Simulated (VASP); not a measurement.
Band structure of SnC (relaxed from the rock salt structure, space group Fm-3m). Computed with PBEsol GGA, VASP's PBE PAW potentials (set 64) (plane waves; VASP).

Unless said otherwise, spin-orbit coupling is left out, though it shifts the bands of the heavy elements here.

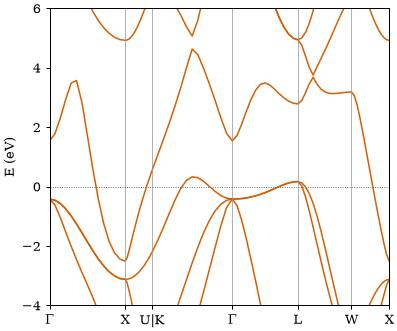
Figure. Bands along high-symmetry lines, zero at the valence-band maximum or, without a gap, the Fermi level

Question: Read the plot: is there a gap, and where are the band edges?

Answer: It has no gap at this level: it comes out as a metal or semimetal. (Edges off the drawn lines would not show.)

The structure was generated: SnC was put into the rock salt type (Fm-3m), which need not be its known phase. It was relaxed first, which changed the volume by +7 %.
